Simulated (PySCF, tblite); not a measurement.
**C₈H₁₆Si: geometry, infrared bands, NMR shifts and electronic excitations**

Aim: predict the infrared bands, NMR shifts and electronic excitations of C₈H₁₆Si (`CC[C@@H]1C[C@H](C2CC2)[SiH2]1`).

Programs: tblite 0.8.0 and PySCF 2.14.0, with density-fitted response routines of our own. Each step states its level of theory. These are calculated values for one molecule in the gas phase, unless marked as measured. Atoms count from 0, in the outputs and in this text.

## 1. The molecule as given

25 atoms, charge 0, multiplicity 1; geometry from: force field or distance geometry start.

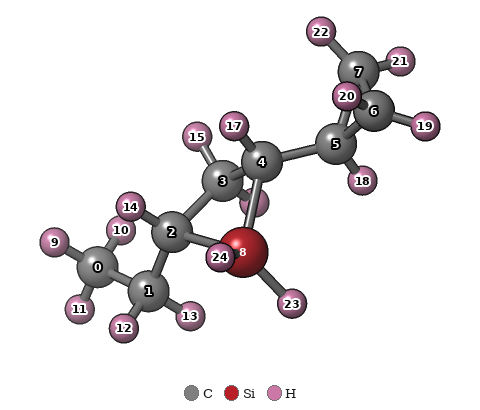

The starting geometry (carbon grey, silicon red, hydrogen pink), atoms numbered.

## 2. Optimising the geometry with GFN2-xTB

The job: settings as JSON, then the geometry in Å.

```
{"job": {"kind": "relax", "xc": "GFN2-xTB", "basis": "xTB"}, "charge": 0, "multiplicity": 1}
C      3.605200    -0.499600     0.556200
C      2.650800    -0.277100    -0.629200
C      1.423500     0.468100    -0.165600
C      0.360700    -0.313700     0.680900
C     -0.904100     0.448100     0.170600
C     -2.222900    -0.278400     0.064500
C     -3.537000     0.424500    -0.124400
C     -3.220900    -0.249000     1.189400
Si     0.048900     0.671900    -1.493800
H      3.888700     0.457500     1.006700
H      3.117700    -1.099600     1.336900
H      4.498000    -1.020800     0.231700
H      3.181000     0.290800    -1.381100
H      2.403800    -1.256900    -1.055300
H      1.652200     1.462900     0.259100
H      0.512400    -0.217200     1.784000
H      0.341300    -1.401300     0.494700
H     -1.015300     1.424300     0.646800
H     -2.084900    -1.231500    -0.426300
H     -4.265600    -0.041300    -0.764500
H     -3.557600     1.511700    -0.132100
H     -3.749000    -1.172600     1.420100
H     -3.022600     0.382100     2.059000
H     -0.074100    -0.495800    -2.414400
H     -0.041500     2.037100    -2.089100
```

Launch:

```bash
$ OMP_NUM_THREADS=1 python probes_run.py task.json out
```

The driver reads the jobs from task.json and runs them one after another.

Standard output:

```text
step      E/eV     max force
  0    -733.59312    1.542
  1    -733.71567    0.734
  2    -733.78041    0.554
  3    -733.81294    0.416
  4    -733.83231    0.395
  5    -733.84538    0.283
  6    -733.85953    0.314
  7    -733.87306    0.289
  8    -733.88389    0.182
  9    -733.89108    0.168
 10    -733.89604    0.138
 11    -733.89999    0.124
 12    -733.90323    0.100
 13    -733.90550    0.086
 14    -733.90714    0.097
 15    -733.90867    0.086
 16    -733.91030    0.090
 17    -733.91183    0.082
 18    -733.91315    0.089
 19    -733.91438    0.085
 20    -733.91582    0.105
 21    -733.91766    0.122
 22    -733.91976    0.106
 23    -733.92176    0.110
 24    -733.92355    0.102
 25    -733.92515    0.081
 26    -733.92649    0.079
 27    -733.92753    0.078
 28    -733.92845    0.078
 29    -733.92945    0.071
 30    -733.93054    0.071
 31    -733.93156    0.071
 32    -733.93246    0.071
 33    -733.93334    0.078
 34    -733.93437    0.079
 35    -733.93547    0.075
 36    -733.93640    0.064
 37    -733.93714    0.068
 38    -733.93783    0.068
 39    -733.93862    0.058
 40    -733.93937    0.061
 41    -733.93992    0.052
 42    -733.94030    0.038
 43    -733.94067    0.038
 44    -733.94108    0.044
 45    -733.94153    0.055
 46    -733.94198    0.055
 47    -733.94249    0.056
 48    -733.94308    0.062
 49    -733.94372    0.066
 50    -733.94430    0.052
 51    -733.94481    0.052
 52    -733.94535    0.062
 53    -733.94596    0.057
 54    -733.94655    0.062
 55    -733.94702    0.052
 56    -733.94745    0.051
 57    -733.94789    0.047
 58    -733.94836    0.044
 59    -733.94881    0.048
 60    -733.94922    0.045
 61    -733.94964    0.044
 62    -733.95008    0.046
 63    -733.95049    0.043
 64    -733.95084    0.045
 65    -733.95117    0.045
 66    -733.95155    0.040
 67    -733.95198    0.052
 68    -733.95242    0.053
 69    -733.95283    0.040
 70    -733.95325    0.040
 71    -733.95368    0.037
 72    -733.95409    0.050
 73    -733.95444    0.051
 74    -733.95476    0.036
 75    -733.95506    0.035
 76    -733.95537    0.032
 77    -733.95567    0.039
 78    -733.95593    0.033
 79    -733.95616    0.040
 80    -733.95638    0.034
 81    -733.95662    0.037
 82    -733.95687    0.037
 83    -733.95706    0.028
 84    -733.95725    0.035
 85    -733.95747    0.028
 86    -733.95763    0.025
 87    -733.95774    0.021
 88    -733.95780    0.020
 89    -733.95785    0.020
 90    -733.95790    0.016
 91    -733.95794    0.016
 92    -733.95797    0.013
 93    -733.95800    0.013
 94    -733.95804    0.013
 95    -733.95807    0.012
 96    -733.95810    0.014
 97    -733.95813    0.012
 98    -733.95815    0.011
 99    -733.95818    0.012
100    -733.95821    0.014
101    -733.95825    0.015
102    -733.95829    0.016
103    -733.95834    0.016
104    -733.95839    0.012
105    -733.95842    0.011
106    -733.95844    0.009
```

Run time: 0.86 s. Hardware: 1 thread of Arm Neoverse V2, shared host; peak memory 0.17 GiB.

The steps of the relaxation: (not every step is listed)

```
step  energy from step 0 (eV)  largest force (eV/Å)
   0                   0.0000                1.5425
   1                  -0.1226                0.7342
   2                  -0.1873                0.5537
   3                  -0.2198                0.4165
   4                  -0.2392                0.3951
   5                  -0.2523                0.2826
   6                  -0.2664                0.3141
   7                  -0.2799                0.2891
   8                  -0.2908                0.1815
  17                  -0.3187                0.0815
  26                  -0.3334                0.0792
  35                  -0.3424                0.0751
  44                  -0.3480                0.0443
  53                  -0.3528                0.0568
  62                  -0.3570                0.0465
  71                  -0.3606                0.0371
  80                  -0.3633                0.0335
  89                  -0.3647                0.0202
  98                  -0.3650                0.0112
 101                  -0.3651                0.0151
 102                  -0.3652                0.0158
 103                  -0.3652                0.0161
 104                  -0.3653                0.0124
 105                  -0.3653                0.0114
 106                  -0.3653                0.0091
```

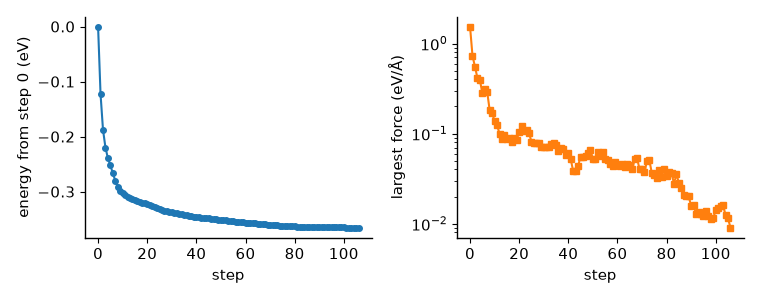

Energy and largest force along the relaxation.

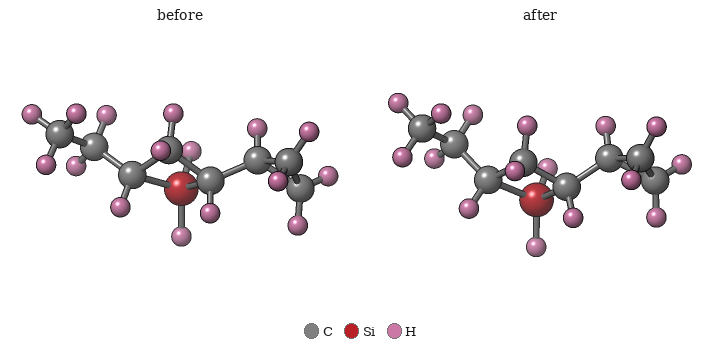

The geometry before (left) and after (right).

Close pairs (by a distance rule), those that changed most:

```
   bond  before (Å)  after (Å)  change (Å)
Si8–H24       1.492      1.462      -0.030
Si8–H23       1.492      1.463      -0.029
 C3–H15       1.118      1.090      -0.028
  C2–C3       1.568      1.545      -0.023
  C3–C4       1.562      1.546      -0.016
  C1–C2       1.509      1.523      +0.014
 C3–H16       1.104      1.090      -0.013
 C7–H22       1.093      1.080      -0.013
```

The final coordinates are the input of the step that follows.

## 3. Harmonic vibrations with GFN2-xTB

The job: settings as JSON, then the geometry in Å.

```
{"job": {"kind": "ir", "xc": "GFN2-xTB", "basis": "xTB"}, "charge": 0, "multiplicity": 1}
C      3.443845    -0.705620     0.586319
C      2.543862    -0.391026    -0.605061
C      1.428415     0.580654    -0.242449
C      0.374484     0.038253     0.748044
C     -0.912685     0.595244     0.096634
C     -2.078115    -0.353002     0.068492
C     -3.466851     0.170293    -0.139611
C     -3.066439    -0.376319     1.197970
Si     0.052302     0.972715    -1.521040
H      3.910359     0.203370     0.961364
H      2.866366    -1.151125     1.393112
H      4.229279    -1.402980     0.301767
H      3.146973     0.038264    -1.409569
H      2.107833    -1.319634    -0.981916
H      1.883565     1.490464     0.158986
H      0.521895     0.355371     1.780537
H      0.362322    -1.051921     0.728093
H     -1.222179     1.511730     0.604778
H     -1.849619    -1.307752    -0.392157
H     -4.154222    -0.402404    -0.743732
H     -3.596787     1.238224    -0.232331
H     -3.480477    -1.323086     1.511008
H     -2.926298     0.322657     2.008908
H     -0.105280    -0.030286    -2.573788
H     -0.023482     2.322061    -2.079670
```

Standard output:

```text
mode    cm-1     km/mol
  1      44.9      0.01
  2      48.3      0.00
  3      93.6      0.01
  4     156.4      0.05
  5     174.0      0.05
  6     214.6      0.13
  7     249.1      0.19
  8     306.2      0.24
  9     328.1      0.90
 10     377.2      2.62
 11     407.3      8.31
 12     455.9     16.55
 13     482.0     26.29
 14     529.7     33.34
 15     620.0    220.08
 16     696.3     55.16
 17     725.1     23.38
 18     783.0    246.28
 19     804.5      9.40
 20     814.1      3.87
 21     855.8      1.20
 22     898.4     15.27
 23     909.7      8.71
 24     960.6      3.41
 25     982.3     12.11
 26     997.4      4.39
 27    1005.8      1.46
 28    1026.5      4.82
 29    1062.6      4.61
 30    1066.3      0.23
 31    1072.0      2.44
 32    1080.7      1.57
 33    1110.0      0.19
 34    1126.0      1.22
 35    1139.4      5.87
 36    1157.6      2.96
 37    1161.3      9.16
 38    1210.6      0.79
 39    1222.7      0.29
 40    1247.4      1.73
 41    1255.1      1.39
 42    1264.9      0.00
 43    1284.7      0.14
 44    1303.4      0.45
 45    1350.3      4.82
 46    1400.7      6.27
 47    1413.1      1.52
 48    1443.7      0.07
 49    1492.5      1.55
 50    1493.4      1.01
 51    1500.7      1.14
 52    1506.6      1.15
 53    1508.5      1.15
 54    2262.5    505.44
 55    2271.7    176.77
 56    2934.7     23.51
 57    2945.7     25.70
 58    2954.2     59.15
 59    2969.6     26.77
 60    2978.6     93.71
 61    2992.1     37.32
 62    3023.7     55.85
 63    3026.7     52.62
 64    3027.3     47.46
 65    3038.1     31.07
 66    3083.3     13.98
 67    3085.1     13.98
 68    3085.6     40.00
 69    3103.9     86.10
```

Run time: 1.1 s. Hardware: 1 thread of Arm Neoverse V2, shared host; peak memory 0.17 GiB.

The strongest bands and the atoms that carry them (share of the mass-weighted mode):

```
cm⁻¹  km/mol                                   atoms
 620   220.1                      H23 54 %, H24 30 %
 783   246.3            H24 39 %, H23 38 %, Si8 11 %
2262   505.4                      H24 60 %, H23 36 %
2272   176.8                      H23 61 %, H24 37 %
2954    59.1                      H12 53 %, H13 33 %
2979    93.7                      H15 60 %, H16 22 %
3024    55.9                       H11 59 %, H9 31 %
3104    86.1  H22 24 %, H19 24 %, H20 22 %, H21 19 %
```

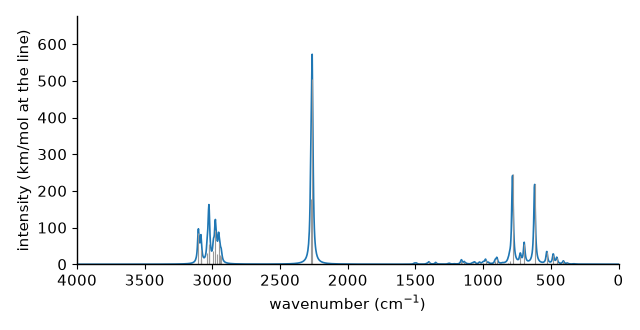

The infrared spectrum from these modes, unscaled. Lines are broadened to a width of 14 cm⁻¹ (Lorentzian).

## 4. Geometry optimisation at PBE0-D3(BJ)/def2-SVP

The job: settings as JSON, then the geometry in Å.

```
{"job": {"xc": "PBE0", "basis": "def2-SVP", "d3": "d3bj", "grid": 1, "shake": 0.01, "kind": "geom"}, "charge": 0, "multiplicity": 1}
C      3.464250    -0.731180     0.590500
C      2.538180    -0.395550    -0.607220
C      1.408220     0.578330    -0.251100
C      0.407710     0.040510     0.744520
C     -0.915500     0.588560     0.086080
C     -2.082020    -0.348180     0.066110
C     -3.457270     0.168290    -0.139370
C     -3.050980    -0.370870     1.192920
Si     0.050470     0.978120    -1.501690
H      3.907660     0.200930     0.971390
H      2.857500    -1.154040     1.401940
H      4.235080    -1.402060     0.308470
H      3.118690     0.048480    -1.419170
H      2.091150    -1.316870    -0.974910
H      1.879120     1.479700     0.159250
H      0.521370     0.369430     1.788010
H      0.364260    -1.040800     0.726040
H     -1.231440     1.517570     0.610600
H     -1.851770    -1.315580    -0.389870
H     -4.179160    -0.395500    -0.738820
H     -3.613180     1.238840    -0.241970
H     -3.472900    -1.343430     1.501860
H     -2.919200     0.334220     1.987330
H     -0.110260    -0.027010    -2.579880
H     -0.007580     2.310150    -2.076120
```

Standard output:

```text
step   0  E = -603.12373012  max force = 0.037421
step   1  E = -603.13263709  max force = 0.005785
step   2  E = -603.13290316  max force = 0.001111
step   3  E = -603.13306286  max force = 0.001826
step   4  E = -603.13328810  max force = 0.004085
step   5  E = -603.13351026  max force = 0.004198
step   6  E = -603.13362403  max force = 0.001997
step   7  E = -603.13368215  max force = 0.000817
step   8  E = -603.13370104  max force = 0.000700
step   9  E = -603.13370781  max force = 0.000470
step  10  E = -603.13370931  max force = 0.000291
optimisation converged
```

Wall time 5.2 min (1 thread of Arm Neoverse V2, shared host); peak memory 0.99 GiB.

Step by step:

```
step  energy from step 0 (eV)  largest force component (eV/Å)
   0                   0.0000                          1.9243
   1                  -0.2424                          0.2975
   2                  -0.2496                          0.0571
   3                  -0.2540                          0.0939
   4                  -0.2601                          0.2101
   5                  -0.2661                          0.2159
   6                  -0.2692                          0.1027
   7                  -0.2708                          0.0420
   8                  -0.2713                          0.0360
   9                  -0.2715                          0.0242
  10                  -0.2715                          0.0150
```

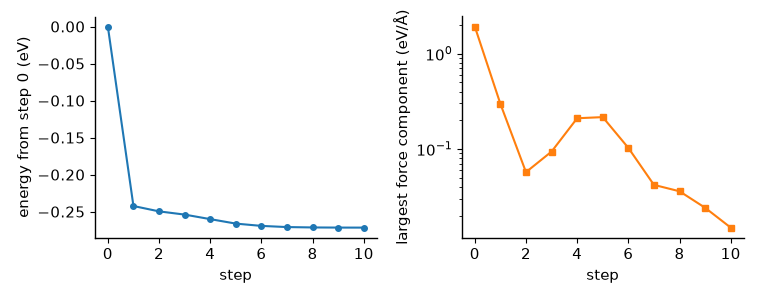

Energy and force, step by step.

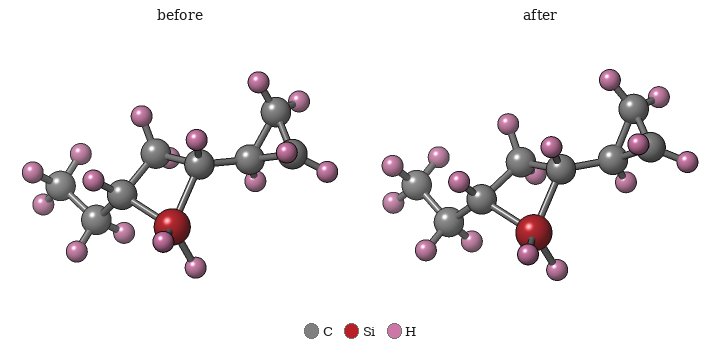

Before and after, at one scale.

Close pairs (by a distance rule), those that changed most:

```
   bond  before (Å)  after (Å)  change (Å)
Si8–H24       1.452      1.498      +0.047
  C2–C3       1.510      1.554      +0.044
 C0–H11       1.060      1.101      +0.041
  C0–C1       1.551      1.523      -0.028
 C7–H22       1.070      1.094      +0.024
  C3–C4       1.576      1.553      -0.023
 C3–H16       1.082      1.105      +0.023
  C5–C7       1.486      1.504      +0.018
```

The next job starts from the end point, and lists it.

```
                         at the end point                value
  point group (found at 0.08 Å tolerance)                   C1
rotational constants (GHz, main isotopes)  2.888, 0.676, 0.578
                        dipole moment (D)                 0.42
```

(Part 1 of 2 ends here.)
